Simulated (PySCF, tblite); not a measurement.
# C9H10Si: excited states

Wanted: excited states for C9H10Si (`[SiH3]C1=CC2(C=CC=C2)C=C1`).

Computed with tblite 0.8.0 and PySCF 2.14.0 and routines of our own; the level stands in each step. Atoms count from 0.

## 1. The starting structure

20 atoms, charge 0, multiplicity 1; geometry from: force field or distance geometry start.

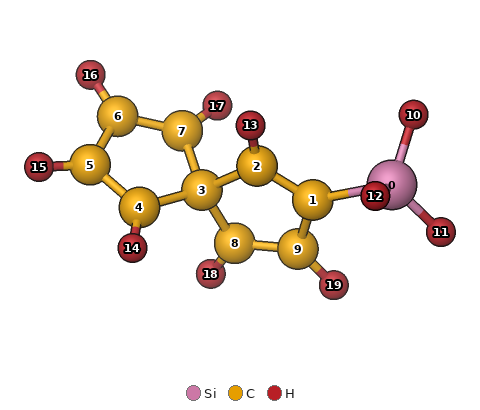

The starting geometry (silicon pink, carbon amber, hydrogen red).

## 2. Geometry optimisation with GFN2-xTB

The job: settings as JSON, then the geometry in Å.

```
{"job": {"kind": "relax", "xc": "GFN2-xTB", "basis": "xTB"}, "charge": 0, "multiplicity": 1}
Si     3.332200     0.160200    -0.272500
C      1.533300    -0.255900    -0.354500
C      0.613300     0.416400     0.326500
C     -0.745900    -0.166400     0.045000
C     -1.523100    -0.479300     1.257000
C     -2.609700     0.315000     1.331500
C     -2.600900     1.206200     0.173100
C     -1.522100     0.930500    -0.565000
C     -0.436400    -1.275400    -0.849100
C      0.861700    -1.327600    -1.077500
H      3.592500     1.556300    -0.644000
H      4.035800    -0.799100    -1.096000
H      3.694500     0.058600     1.176300
H      0.772000     1.280000     0.970600
H     -1.287400    -1.227900     1.993500
H     -3.337600     0.281400     2.145600
H     -3.341000     1.976500    -0.057900
H     -1.221000     1.389800    -1.498200
H     -1.171500    -1.962200    -1.281200
H      1.356200    -2.066200    -1.726400
```

On the command line:

```sh
$ OMP_NUM_THREADS=1 python excited_run.py task.json out
```

One launch serves the whole session: the jobs run in the order shown.

What it wrote:

```text
step      E/eV     max force
  0    -707.53701    1.857
  1    -707.63539    1.303
  2    -707.66874    0.310
  3    -707.68240    0.326
  4    -707.70111    0.369
  5    -707.71454    0.319
  6    -707.72664    0.214
  7    -707.73275    0.159
  8    -707.73709    0.156
  9    -707.74104    0.150
 10    -707.74457    0.122
 11    -707.74719    0.117
 12    -707.74925    0.120
 13    -707.75134    0.120
 14    -707.75349    0.115
 15    -707.75528    0.107
 16    -707.75644    0.078
 17    -707.75724    0.068
 18    -707.75800    0.080
 19    -707.75873    0.089
 20    -707.75938    0.079
 21    -707.76000    0.059
 22    -707.76065    0.072
 23    -707.76141    0.096
 24    -707.76225    0.083
 25    -707.76310    0.073
 26    -707.76395    0.075
 27    -707.76473    0.075
 28    -707.76530    0.069
 29    -707.76561    0.032
 30    -707.76578    0.026
 31    -707.76593    0.030
 32    -707.76609    0.035
 33    -707.76625    0.029
 34    -707.76643    0.035
 35    -707.76666    0.036
 36    -707.76690    0.044
 37    -707.76712    0.036
 38    -707.76730    0.036
 39    -707.76752    0.041
 40    -707.76788    0.056
 41    -707.76838    0.071
 42    -707.76893    0.053
 43    -707.76935    0.044
 44    -707.76967    0.041
 45    -707.76996    0.056
 46    -707.77027    0.050
 47    -707.77057    0.038
 48    -707.77089    0.046
 49    -707.77123    0.049
 50    -707.77153    0.053
 51    -707.77173    0.033
 52    -707.77184    0.025
 53    -707.77194    0.022
 54    -707.77204    0.027
 55    -707.77213    0.018
 56    -707.77220    0.016
 57    -707.77225    0.016
 58    -707.77231    0.023
 59    -707.77236    0.019
 60    -707.77240    0.017
 61    -707.77244    0.017
 62    -707.77249    0.023
 63    -707.77256    0.031
 64    -707.77264    0.025
 65    -707.77270    0.017
 66    -707.77274    0.015
 67    -707.77278    0.017
 68    -707.77281    0.016
 69    -707.77284    0.010
```

Run time: 1 s. Hardware: 1 thread of Intel Xeon Platinum 8259CL at 2.50GHz, shared host.

Relaxation path: (not every step is listed)

```csv
step,energy from step 0 (eV),largest force (eV/Å)
0,0.0000,1.8570
1,-0.0984,1.3030
2,-0.1317,0.3096
3,-0.1454,0.3262
4,-0.1641,0.3686
5,-0.1775,0.3195
6,-0.1896,0.2140
7,-0.1957,0.1585
8,-0.2001,0.1560
13,-0.2143,0.1200
18,-0.2210,0.0801
23,-0.2244,0.0962
28,-0.2283,0.0694
33,-0.2292,0.0286
38,-0.2303,0.0359
43,-0.2323,0.0444
48,-0.2339,0.0456
53,-0.2349,0.0220
58,-0.2353,0.0227
63,-0.2355,0.0308
64,-0.2356,0.0249
65,-0.2357,0.0172
66,-0.2357,0.0151
67,-0.2358,0.0166
68,-0.2358,0.0157
69,-0.2358,0.0098
```

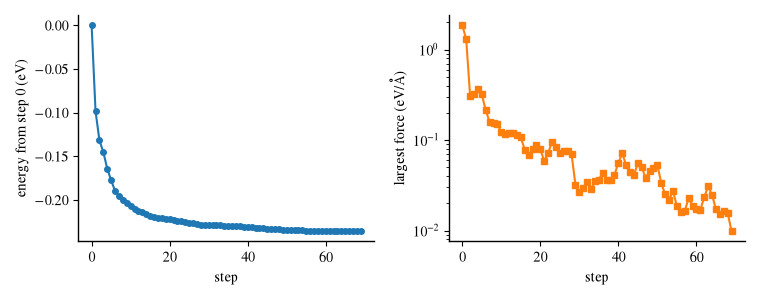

Energy and largest force along the relaxation.

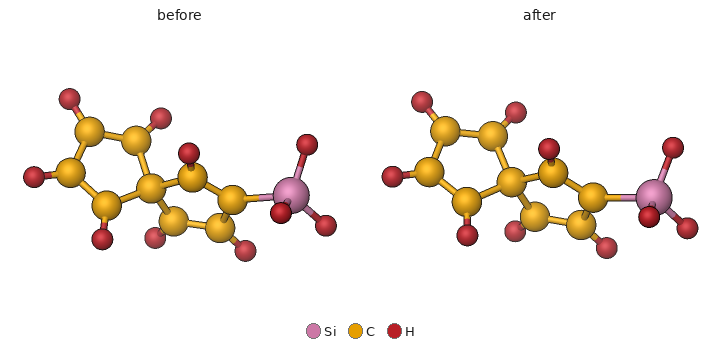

Before and after, at one scale.

Distances of close pairs at the start and the end, largest changes first:

```csv
bond,before (Å),after (Å),change (Å)
C3–C8,1.458,1.503,+0.046
Si0–H12,1.497,1.466,-0.031
C3–C4,1.473,1.503,+0.030
Si0–C1,1.848,1.878,+0.030
C3–C7,1.476,1.504,+0.029
C9–H19,1.101,1.076,-0.024
C8–H18,1.095,1.074,-0.021
Si0–H11,1.447,1.465,+0.018
```

The end geometry stands in the next job.

## 3. Harmonic vibrations with GFN2-xTB

The job: settings as JSON, then the geometry in Å.

```
{"job": {"kind": "ir", "xc": "GFN2-xTB", "basis": "xTB"}, "charge": 0, "multiplicity": 1}
Si     3.429804     0.062301    -0.239465
C      1.574041    -0.222200    -0.284083
C      0.626319     0.495777     0.342981
C     -0.745043    -0.044753     0.040137
C     -1.523470    -0.428905     1.267559
C     -2.664168     0.267771     1.316298
C     -2.741111     1.142998     0.162902
C     -1.648480     0.979330    -0.590795
C     -0.417860    -1.202212    -0.861836
C      0.904230    -1.281557    -1.031919
H      3.729405     1.411482    -0.726207
H      4.073486    -0.927829    -1.105798
H      3.919646    -0.086194     1.133761
H      0.766133     1.351354     0.977895
H     -1.159249    -1.160481     1.964187
H     -3.420824     0.207625     2.078690
H     -3.561188     1.810840    -0.033801
H     -1.391765     1.472842    -1.509463
H     -1.184729    -1.830207    -1.276216
H      1.429676    -2.007303    -1.627864
```

What it wrote:

```text
mode    cm-1     km/mol
  1     -63.3      0.12
  2      62.9      0.27
  3      75.5      0.49
  4     154.5      0.08
  5     199.0      0.49
  6     233.3      0.02
  7     356.5      6.32
  8     485.2      2.44
  9     486.4      1.55
 10     495.2     15.27
 11     523.0     22.19
 12     549.2     31.51
 13     555.9     48.87
 14     608.1     35.85
 15     778.4     31.09
 16     783.5    140.83
 17     784.9    125.00
 18     786.9     14.31
 19     787.4    387.03
 20     787.8    164.44
 21     802.1      9.09
 22     803.1      5.16
 23     805.1      0.09
 24     869.1      2.02
 25     872.1      0.02
 26     876.2      0.08
 27     879.2     22.60
 28     885.3     27.34
 29    1028.2     14.46
 30    1066.5     21.80
 31    1074.9      1.96
 32    1076.8      3.92
 33    1097.3     13.10
 34    1134.0      0.26
 35    1137.1      1.09
 36    1186.8      5.37
 37    1221.9     37.00
 38    1231.9      0.30
 39    1306.5     11.46
 40    1334.9     35.93
 41    1542.7    106.89
 42    1564.5      8.89
 43    1619.8     14.83
 44    1631.6      0.14
 45    2245.3    402.86
 46    2249.7    308.79
 47    2255.7    207.74
 48    3116.3     31.38
 49    3118.5     11.80
 50    3125.9     48.98
 51    3134.4     25.62
 52    3140.5     40.91
 53    3146.2     58.99
 54    3148.3     11.34
```

It took 1.6 s on 1 thread of Intel Xeon Platinum 8259CL at 2.50GHz, shared host.

The strongest bands and the atoms that carry them (share of the mass-weighted mode):

```csv
cm⁻¹,km/mol,atoms
784,140.8,"H11 45 %, H12 25 %"
785,125.0,"H14 17 %, H10 15 %, H11 13 %, H15 12 %"
787,387.0,"H12 37 %, H10 37 %, H11 12 %"
788,164.4,"H10 31 %, H12 20 %, H11 13 %"
1543,106.9,"C1 15 %, C2 14 %, C4 14 %, C7 13 %"
2245,402.9,"H12 71 %, H10 24 %"
2250,308.8,"H10 64 %, H12 21 %, H11 12 %"
2256,207.7,H11 85 %
```

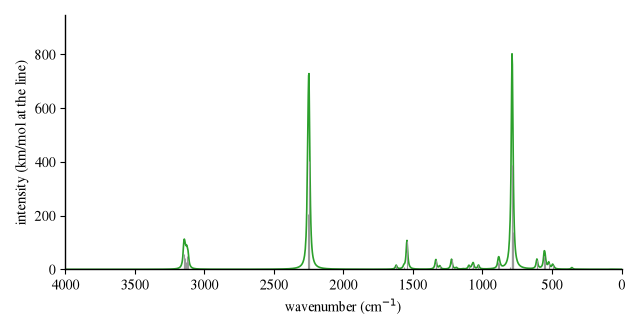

The infrared spectrum from these modes, unscaled. Lines are broadened to a width of 14 cm⁻¹ (Lorentzian).

## 4. Excited states: TDA CAM-B3LYP/def2-SVP

The job, as its differences from that of step 3:

```diff
@@ -1,2 +1,2 @@
-{"job": {"kind": "ir", "xc": "GFN2-xTB", "basis": "xTB"}, "charge": 0, "multiplicity": 1}
+{"job": {"kind": "states", "xc": "CAM-B3LYP", "basis": "def2-SVP", "tda": true, "soc": true, "nstates": 8, "ntriplets": 6, "nquad": 4}, "charge": 0, "multiplicity": 1}
 Si     3.429804     0.062301    -0.239465
```

Level: TDA CAM-B3LYP/def2-SVP excited states, vertical, gas phase, spin-orbit mean-field couplings.

What it wrote:

```text
coarse grid: 17600 points
cycle   1  E = -637.6775791267  dE =  1.979e+00  |g| = 3.441e-01  |ddm| = 5.192e+00
cycle   2  E = -637.7038493652  dE = -2.627e-02  |g| = 2.187e-01  |ddm| = 8.121e-01
cycle   3  E = -637.7163361928  dE = -1.249e-02  |g| = 5.001e-02  |ddm| = 3.046e-01
cycle   4  E = -637.7167942858  dE = -4.581e-04  |g| = 3.390e-02  |ddm| = 9.255e-02
cycle   5  E = -637.7170861617  dE = -2.919e-04  |g| = 4.283e-03  |ddm| = 4.165e-02
cycle   6  E = -637.7170916491  dE = -5.487e-06  |g| = 1.975e-03  |ddm| = 8.281e-03
final grid: 166520 points
cycle   7  E = -637.8304997855  dE = -3.790e-05  |g| = 4.342e-03  |ddm| = 2.761e-02
cycle   8  E = -637.8304991662  dE =  6.194e-07  |g| = 4.779e-03  |ddm| = 1.218e-02
cycle   9  E = -637.8305049454  dE = -5.779e-06  |g| = 7.998e-04  |ddm| = 6.335e-03
cycle  10  E = -637.8305051039  dE = -1.585e-07  |g| = 1.921e-04  |ddm| = 9.497e-04
cycle  11  E = -637.8305051136  dE = -9.616e-09  |g| = 6.612e-05  |ddm| = 2.964e-04
cycle  12  E = -637.8305051148  dE = -1.204e-09  |g| = 1.812e-05  |ddm| = 8.885e-05
cycle  13  E = -637.8305051149  dE = -1.155e-10  |g| = 6.685e-06  |ddm| = 3.349e-05
converged SCF energy = -637.8305051149

Singlet excitations
state   eV       nm        f     d(h-e)  d(exc)  Lambda  PR(NTO)  |dmu|/D   mu/D   main configurations
  1   4.5258   273.9   0.01860   1.584   3.325   0.686   1.038    5.105    5.705   H->L 0.96
  2   4.7554   260.7   0.02598   1.437   3.215   0.703   1.043    4.503    3.925   H->L+1 0.96
  3   5.9238   209.3   0.05567   1.106   3.053   0.707   1.098    3.324    3.931   H-1->L 0.94
  4   6.1407   201.9   0.08333   0.855   2.923   0.715   1.171    2.350    1.778   H-1->L+1 0.91
  5   6.5852   188.3   0.00457   0.296   3.083   0.529   1.716                     H-2->L 0.57, H->L+3 0.13, H->L+2 0.09
  6   6.5908   188.1   0.00715   0.288   3.157   0.627   2.167                     H->L+3 0.32, H-3->L 0.23, H-2->L 0.20
  7   6.9410   178.6   0.00045   2.414   4.058   0.501   1.051                     H->L+2 0.60, H->L+3 0.21
  8   7.0718   175.3   0.01529   0.060   2.943   0.688   3.280                     H-2->L+1 0.35, H-3->L 0.27, H-1->L+3 0.13

Triplet excitations (Tamm-Dancoff)
state   eV     d(h-e)  d(exc)  Lambda  PR(NTO)   main configurations
  1   2.7954   0.175   2.489   0.690   1.070   H->L 0.72, H-1->L 0.22
  2   2.9173   0.089   2.398   0.707   1.072   H->L+1 0.73, H-1->L+1 0.23
  3   4.7606   0.083   2.353   0.668   2.386   H->L+3 0.33, H-3->L 0.29, H->L+2 0.11
  4   5.0546   0.229   2.296   0.668   2.719   H-2->L+1 0.28, H-3->L 0.11, H->L+6 0.10
  5   5.1867   2.189   3.424   0.702   1.158   H-1->L 0.65, H->L 0.22
  6   5.3880   2.295   3.443   0.724   1.020   H-1->L+1 0.73, H->L+1 0.25
S1 - T1 = 1.7304 eV

Spin-orbit couplings |<S|Hso|T>| (cm-1)
             T1       T2       T3       T4       T5       T6
S0        0.797    0.703    0.200    1.028    2.949    3.140
S1        0.035    2.085    1.408    0.808    0.290    0.706
S2        2.064    0.053    1.729    0.389    0.966    0.092
S3        0.054    1.312    1.197    0.599    0.382    2.058
S4        0.898    0.070    1.129    0.692    2.427    0.091
S5        1.572    0.406    1.596    0.764    0.439    0.508
S6        1.118    0.485    1.201    0.583    0.568    0.720
S7        3.706    0.517    3.607    0.983    1.194    1.493
S8        0.779    0.293    0.196    0.861    2.298    2.040
T1 sublevels (cm-1): 0.000 0.001 0.002   radiative rates (1/s): 0.000143 0.322 0.0234
```

Wall time 77 s (1 thread of Intel Xeon Platinum 8259CL at 2.50GHz, shared host); peak memory 0.94 GiB.

In short:

```csv
quantity,value
S1 less T1,1.73 eV
```

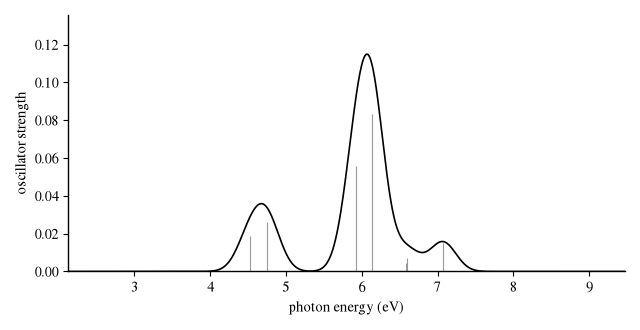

Absorption lines of the singlets. Lines are broadened to a width of 0.40 eV (Gaussian).

## 5. Outcome

```
                                   quantity                  value
  strongest single infrared mode (GFN2-xTB)  2245 cm⁻¹, 403 km/mol
               zero-point energy (GFN2-xTB)          93.2 kcal/mol
S1 less T1 (step 4, TDA CAM-B3LYP/def2-SVP)                1.73 eV
```

**Reading.** The lowest mode is imaginary (63i cm⁻¹), so the xTB geometry is not a minimum. The strongest single mode, at 2245 cm⁻¹, moves mainly H12. GFN2-xTB is a fitted tight-binding method: band positions and strengths are rough. Its intensities can rank the bands wrongly. In step 4, the number of triplets below S1 is 2, and the largest singlet-triplet spin-orbit coupling is S7–T1, 3.71 cm⁻¹.
